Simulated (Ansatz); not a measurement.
Run report: WH$_{3}$Cl$_{4}$OF, geometry relaxation (part 1 of 2)

The run: geometry relaxation of WH$_{3}$Cl$_{4}$OF. Method and program: RKS PBE/def2-SVP (Ansatz 0.2.0).

The input holds or restrains some coordinates. It belongs to a series of runs on one base structure; here: pulled along the bonds that form and break, towards end A. Figures and captions count atoms from 1; the log counts them from 0 in places.

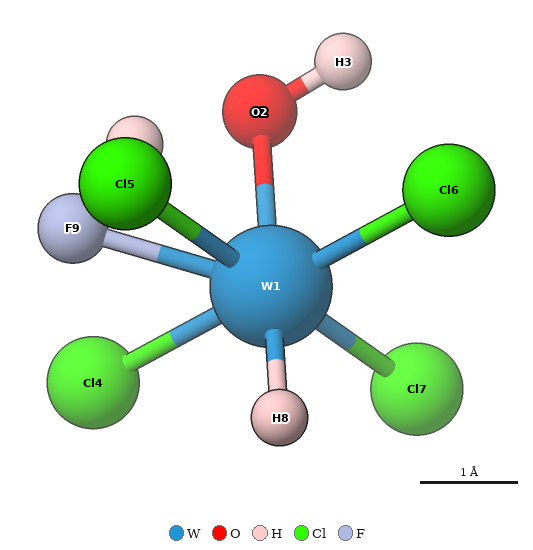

Figure 1. The structure as given in the input (ball-and-stick view, seen at a tilt; atoms are numbered from 1 in the order of the input). Sticks mark near contacts. Bond lengths as drawn: Cl–W 2.39 Å, F–W 2.15 Å, H–O 1.01 Å, H–W 1.72 Å and O–W 2.29 Å.

Input
```yaml
crystal:
  periodic: [false, false, false]
  atoms:
    - { symbol: W, position_ang: [0.0, 0.0, 0.0] }
    - { symbol: O, position_ang: [0.0, 0.0, 2.29] }
    - { symbol: H, position_ang: [-0.9095, -0.2814, 2.6271] }
    - { symbol: Cl, position_ang: [2.39, 0.0, 0.0] }
    - { symbol: Cl, position_ang: [0.0, 2.39, 0.0] }
    - { symbol: Cl, position_ang: [-2.39, 0.0, 0.0] }
    - { symbol: Cl, position_ang: [0.0, -2.39, 0.0] }
    - { symbol: H, position_ang: [0.0, 0.0, -1.72] }
    - { symbol: F, position_ang: [1.4129, 1.4719, 0.6779] }
    - { symbol: H, position_ang: [0.9245, 0.9631, 1.8084] }
basis:
  gaussian: { orbitals: def2-SVP }
hamiltonian:
  xc: pbe
relax:
  f_tol: 0.15
  max_steps: 25
  restrain:
    - { distance: [0, 8], at: 3.05, k: 30.0 }
    - { distance: [9, 1], at: 2.21, k: 30.0 }
    - { distance: [0, 1], at: 1.94, k: 30.0 }
    - { distance: [9, 8], at: 0.92, k: 30.0 }
output:
  orbitals: {}
```

Command:
```bash
ansatz run input.yaml --threads 4 --pin off --max-ram 5120MiB --backend cpu --events-out ev --progress --plain --runs-dir out
```

Output
```
The last accepted step is kept in [file] (removed where the run ends without a failure and the disk answers)
Engine: ansatz 0.2.0, aarch64-unknown-linux-gnu
Functional definition: PBE
  parameter kappa = 0.804
  parameter beta = 0.06672455060314922
  exchange = pbe_x(kappa = kappa, mu = beta*pi^2/3)
  correlation = pbe_c(beta = beta)
1552 factors; their error is unknown
mean field evaluation 1: about -56675.1304 eV, gradient 5.8e1 eV
mean field evaluation 2: about -56495.1016 eV, gradient 2.2e2 eV
mean field evaluation 4: about -56613.0433 eV, gradient 1.6e2 eV
mean field evaluation 8: about -56682.2386 eV, gradient 6.2e-2 eV
mean field evaluation 16: about -56675.3794 eV, gradient 3.6e1 eV
mean field evaluation 32: about -56676.2537 eV, gradient 1.0e1 eV
mean field -56682.15436172 eV, -2083.0307522490 hartree, gradient 2.3e-5 eV, S^2 0.000000; 5 other end points of the search recorded, 0 dependent functions left out
the calculation of the forces begins
reference -56682.15443319 eV, -2083.0307548755 hartree; 51, 51 occupied and 96, 96 virtual orbitals, 1552 factors
relax step   1: F+E_penalty+E_count = -56682.15436172 eV  Δ(F+E_penalty+E_count) = +0.000e0 eV  max|allowed force component| = 9.187e0 eV/Å  E_restraint = 25.92028652 eV  max|allowed force component, restraints' pulls added| = 2.820e1 eV/Å  Δτ_max = 0.0000 Å  (232 SCF iters, accepted)
  distance W 0 - F 8 = 2.1500 Å
  distance H 9 - O 1 = 1.4192 Å
  distance W 0 - O 1 = 2.2900 Å
  distance H 9 - F 8 = 1.3325 Å
these checks for a lower state are left out or cut short: starts, cluster_reference, orbital_swaps, neighbouring_geometries, increment
1552 factors; their error is unknown
mean field -56684.30710263 eV, -2083.1098640182 hartree, gradient 2.5e-5 eV, S^2 0.000000; 0 other end points of the search recorded, 0 dependent functions left out
[... from here on the field's lines of each further geometry are left out, up to the last ...]
relax step   2: F+E_penalty+E_count = -56684.30710263 eV  Δ(F+E_penalty+E_count) = -2.153e0 eV  max|allowed force component| = 8.463e0 eV/Å  E_restraint = 12.31398216 eV  max|allowed force component, restraints' pulls added| = 2.022e1 eV/Å  Δτ_max = 0.1949 Å  (54 SCF iters, accepted)
relax step   3: F+E_penalty+E_count = -56686.20597554 eV  Δ(F+E_penalty+E_count) = -1.899e0 eV  max|allowed force component| = 5.123e0 eV/Å  E_restraint = 3.68860667 eV  max|allowed force component, restraints' pulls added| = 9.932e0 eV/Å  Δτ_max = 0.1949 Å  (60 SCF iters, accepted)
relax step   4: F+E_penalty+E_count = -56687.56780629 eV  Δ(F+E_penalty+E_count) = -1.362e0 eV  max|allowed force component| = 3.080e0 eV/Å  E_restraint = 0.57674628 eV  max|allowed force component, restraints' pulls added| = 5.777e0 eV/Å  Δτ_max = 0.1948 Å  (49 SCF iters, accepted)
relax step   5: F+E_penalty+E_count = -56688.97556343 eV  Δ(F+E_penalty+E_count) = -1.408e0 eV  max|allowed force component| = 2.558e0 eV/Å  E_restraint = 0.01703961 eV  max|allowed force component, restraints' pulls added| = 2.300e0 eV/Å  Δτ_max = 0.1949 Å  (47 SCF iters, accepted)
relax step   6: F+E_penalty+E_count = -56689.88875736 eV  Δ(F+E_penalty+E_count) = -9.132e-1 eV  max|allowed force component| = 9.903e-1 eV/Å  E_restraint = 0.04259914 eV  max|allowed force component, restraints' pulls added| = 1.100e0 eV/Å  Δτ_max = 0.1947 Å  (46 SCF iters, accepted)
relax step   7: F+E_penalty+E_count = -56690.28241415 eV  Δ(F+E_penalty+E_count) = -3.937e-1 eV  max|allowed force component| = 7.031e-1 eV/Å  E_restraint = 0.02380142 eV  max|allowed force component, restraints' pulls added| = 9.768e-1 eV/Å  Δτ_max = 0.1999 Å  (40 SCF iters, accepted)
relax step   8: F+E_penalty+E_count = -56690.54697749 eV  Δ(F+E_penalty+E_count) = -2.646e-1 eV  max|allowed force component| = 8.536e-1 eV/Å  E_restraint = 0.01133210 eV  max|allowed force component, restraints' pulls added| = 8.536e-1 eV/Å  Δτ_max = 0.1935 Å  (40 SCF iters, accepted)
relax step   9: F+E_penalty+E_count = -56690.73143166 eV  Δ(F+E_penalty+E_count) = -1.845e-1 eV  max|allowed force component| = 8.218e-1 eV/Å  E_restraint = 0.01923706 eV  max|allowed force component, restraints' pulls added| = 9.142e-1 eV/Å  Δτ_max = 0.1934 Å  (42 SCF iters, accepted)
relax step  10: F+E_penalty+E_count = -56690.87570264 eV  Δ(F+E_penalty+E_count) = -1.443e-1 eV  max|allowed force component| = 3.818e-1 eV/Å  E_restraint = 0.00501430 eV  max|allowed force component, restraints' pulls added| = 3.818e-1 eV/Å  Δτ_max = 0.1986 Å  (40 SCF iters, accepted)
relax step  11: F+E_penalty+E_count = -56690.91826011 eV  Δ(F+E_penalty+E_count) = -4.256e-2 eV  max|allowed force component| = 4.586e-1 eV/Å  E_restraint = 0.00489656 eV  max|allowed force component, restraints' pulls added| = 2.544e-1 eV/Å  Δτ_max = 0.2000 Å  (39 SCF iters, accepted)
relax step  12: F+E_penalty+E_count = -56690.93970557 eV  Δ(F+E_penalty+E_count) = -2.145e-2 eV  max|allowed force component| = 5.356e-1 eV/Å  E_restraint = 0.00795210 eV  max|allowed force component, restraints' pulls added| = 5.833e-1 eV/Å  Δτ_max = 0.1941 Å  (42 SCF iters, accepted)
relax step  13: F+E_penalty+E_count = -56690.95756066 eV  Δ(F+E_penalty+E_count) = -1.786e-2 eV  max|allowed force component| = 5.562e-1 eV/Å  E_restraint = 0.00699467 eV  max|allowed force component, restraints' pulls added| = 3.831e-1 eV/Å  Δτ_max = 0.1079 Å  (34 SCF iters, accepted)
the calculation of the forces begins
reference -56690.96383039 eV, -2083.3544942514 hartree; 51, 51 occupied and 96, 96 virtual orbitals, 1552 factors
relax step  14: F+E_penalty+E_count = -56690.96375832 eV  Δ(F+E_penalty+E_count) = -6.198e-3 eV  max|allowed force component| = 4.252e-1 eV/Å  E_restraint = 0.00743398 eV  max|allowed force component, restraints' pulls added| = 1.425e-1 eV/Å  Δτ_max = 0.0740 Å  (34 SCF iters, accepted)
```

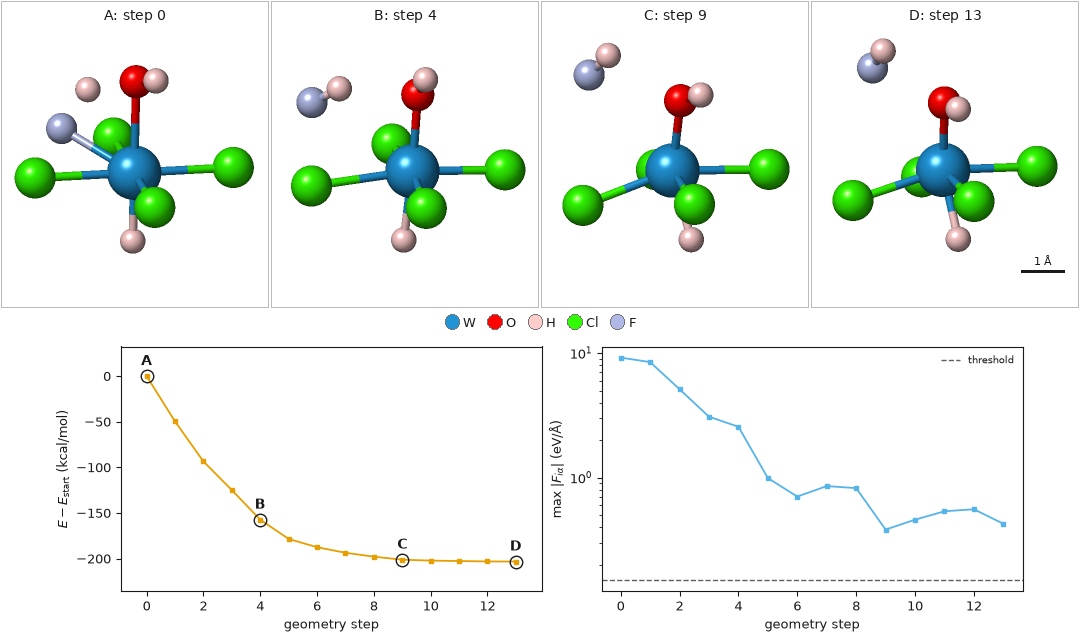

Figure 2. Frames of the restrained relaxation (ball-and-stick view, seen at a tilt) above the curves, on which the letters mark them (the first geometry is step 0 here and step 1 in the log).

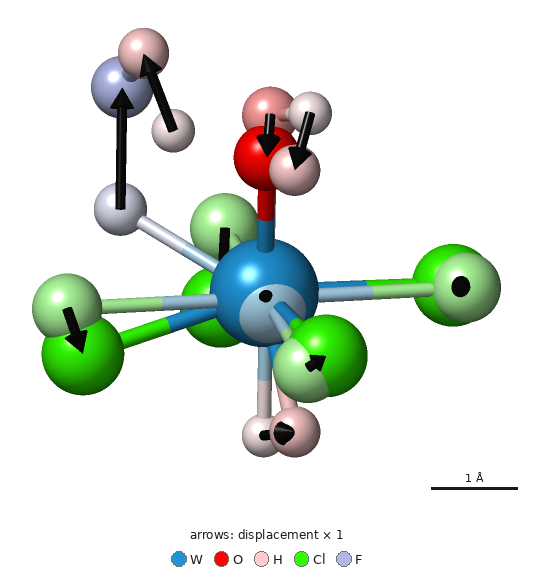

Figure 3. Start (faint) and end (solid) with the displacements as black arrows, at true length (ball-and-stick view, seen at a tilt). The two geometries are laid on each other by the best rigid fit. After 13 geometry steps the energy has fallen by 203.1 kcal/mol. Largest force component: 9.2 eV/Å at the start, 0.43 eV/Å at the end. The largest move after the best rigid fit is that of F9, 1.44 Å. By element the largest moves are F 1.44 Å, H 0.98 Å, Cl 0.93 Å, O 0.53 Å, W 0.13 Å. Among the contacts that change: W1–F9 2.150 → 3.049 Å, F9–H10 1.332 → 0.932 Å, W1–O2 2.290 → 1.922 Å, W1–Cl4 2.390 → 2.297 Å. New bonds form: F9–H10 (1.33 → 0.93 Å). Bonds break: W1–F9 (2.15 → 3.05 Å). Among the angles that change: O2–W1–H8 180.0° → 139.4°, O2–W1–Cl4 90.0° → 127.7°, Cl6–W1–H8 90.0° → 65.1°. (Atoms are counted from 1 in the order of the input.)

```
  distance W 0 - F 8 = 3.0485 Å
  distance H 9 - O 1 = 2.2043 Å
  distance W 0 - O 1 = 1.9221 Å
  distance H 9 - F 8 = 0.9319 Å
1552 factors; their error is unknown
mean field -56690.96375832 eV, -2083.3544916029 hartree, gradient 1.2e-5 eV, S^2 0.000000; 1 other end points of the search recorded, 0 dependent functions left out
the calculation of the forces begins
reference -56690.96383039 eV, -2083.3544942514 hartree; 51, 51 occupied and 96, 96 virtual orbitals, 1552 factors
Total energy: -56690.96383039 eV, -2083.3544942514 hartree
Atom 0 at     0.128765    -0.032248     0.035317 Å, force    -0.235867     0.128265     0.425181 eV/Å
Atom 1 at    -0.320178     0.170072     1.893299 Å, force     0.281487    -0.005876    -0.325791 eV/Å
Atom 2 at    -1.283406     0.036179     2.095401 Å, force     0.000514     0.010631    -0.024799 eV/Å
Atom 3 at     2.217625     0.014465    -0.918805 Å, force     0.020928     0.000781     0.004900 eV/Å
Atom 4 at    -0.169704     2.142590    -0.643543 Å, force     0.002019    -0.008533    -0.017584 eV/Å
Atom 5 at    -2.321690    -0.302048     0.161620 Å, force     0.042663     0.005273    -0.012369 eV/Å
Atom 6 at     0.334343    -2.330286     0.072806 Å, force     0.020363     0.004810     0.040398 eV/Å
Atom 7 at    -0.621140    -0.373596    -1.425672 Å, force    -0.003349    -0.013203    -0.035395 eV/Å
Atom 8 at     2.054885     1.452978     1.873132 Å, force     0.258642     0.016254    -0.268037 eV/Å
Atom 9 at     1.408400     1.375494     2.539844 Å, force    -0.387399    -0.138402     0.213495 eV/Å
Dipole moment:    -0.004081     0.092001     0.451459 e Å
```

Trajectory as extended XYZ (Å, eV, eV/Å), 14 frames, from step=1 to step=14
```
10
Properties=species:S:1:pos:R:3:forces:R:3 step=1 energy=-56682.15436
W     0.0000    0.0000    0.0000   -0.9355  -1.2771  -1.3438
O     0.0000    0.0000    2.2900    1.3988   0.5105  -1.8575
H    -0.9095   -0.2814    2.6271    1.2440   1.4384  -0.2304
Cl    2.3900    0.0000    0.0000    3.2876  -6.5785  -3.2300
Cl    0.0000    2.3900    0.0000   -7.9227   4.0785  -4.2019
Cl   -2.3900    0.0000    0.0000    1.0392  -0.1422   0.2604
Cl    0.0000   -2.3900    0.0000   -0.0799   1.2974   0.0349
H     0.0000    0.0000   -1.7200   -0.0049  -0.0193   0.1935
F     1.4129    1.4719    0.6779    3.6288   1.4400   9.1874
H     0.9245    0.9631    1.8084   -1.6554  -0.7476   1.1874
10
Properties=species:S:1:pos:R:3:forces:R:3 step=2 energy=-56684.30710
W    -0.0900   -0.0964    0.0165    1.2945   0.6298   0.1320
O    -0.0554   -0.0813    2.2310    1.4326   0.6403  -2.1841
H    -0.9201   -0.2754    2.6329   -0.1086   0.6131   0.3119
Cl    2.3987   -0.0391   -0.0165    0.6913  -4.6043  -2.6021
Cl   -0.0416    2.3986   -0.0211   -5.5290   1.3177  -3.4068
Cl   -2.3883   -0.0023    0.0028    0.2162  -0.2197   0.0675
Cl   -0.0017   -2.3864    0.0004   -0.2011   0.3478  -0.2249
H    -0.0008   -0.0009   -1.7168   -0.0811  -0.0183   0.2728
F     1.5111    1.5707    0.8142    1.7771   0.4632   8.4633
H     1.0160    1.0659    1.7401    0.5081   0.8304  -0.8296
10
Properties=species:S:1:pos:R:3:forces:R:3 step=3 energy=-56686.20598
W    -0.1534   -0.1742    0.0462    2.4509   2.0892   0.4767
O    -0.1211   -0.1656    2.1616    1.5060   0.5897  -2.3836
H    -0.9358   -0.2759    2.6424   -1.0253   0.1799   0.8235
Cl    2.3862   -0.0780   -0.0437   -0.9659  -3.0326  -1.8260
Cl   -0.0865    2.3918   -0.0557   -3.5373  -0.5607  -2.3599
Cl   -2.3915   -0.0057    0.0016   -0.5319  -0.2635  -0.1337
Cl   -0.0055   -2.3909   -0.0052   -0.2065  -0.8151  -0.4319
H    -0.0026   -0.0011   -1.7113   -0.2202  -0.0882   0.5167
F     1.6009    1.6585    0.9631    2.0809   1.4176   5.1234
H     1.1371    1.1947    1.6842    0.4491   0.4837   0.1948
10
Properties=species:S:1:pos:R:3:forces:R:3 step=4 energy=-56687.56781
W    -0.1709   -0.2030    0.0675    3.0795   2.5892   0.0399
O    -0.1710   -0.2269    2.0816    0.2435   0.4729  -1.1287
H    -0.9507   -0.2735    2.6544   -0.1852   0.1991   0.5221
Cl    2.3440   -0.1240   -0.0761   -1.7278  -1.7641  -1.1242
Cl   -0.1383    2.3561   -0.0968   -1.9444  -1.5515  -1.3198
Cl   -2.4021   -0.0134   -0.0045   -0.7143  -0.3400  -0.2801
Cl   -0.0111   -2.4114   -0.0188   -0.2350  -1.0590  -0.5384
H    -0.0105   -0.0045   -1.6959   -0.4441  -0.1868   0.4473
F     1.7102    1.7660    1.0835    2.8164   2.4879   1.6391
H     1.2283    1.2882    1.6885   -0.8885  -0.8477   1.7429
```
